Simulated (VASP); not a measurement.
Band structure of NiO (rock salt, AFM-II order). Computed with PBE GGA with D3 dispersion (zero damping), VASP's PBE PAW potentials (set 64) (plane waves; VASP).

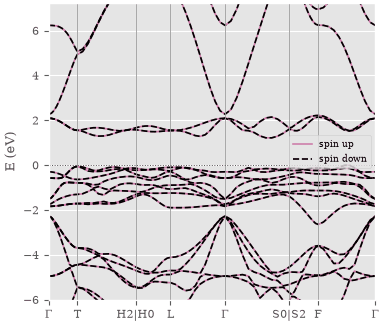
Figure: Bands along high-symmetry lines, zero at the valence-band maximum or, without a gap, the Fermi level

Question: Read the plot: is there a gap, and where are the band edges?

Answer: The gap is indirect, 1.21 eV, from the valence maximum at F-Γ at 0.55 to the conduction minimum at Γ-S0 at 0.73. (Edges off the drawn lines would not show.)

The compound is NiO in the rock salt, AFM-II order structure. It was relaxed first.
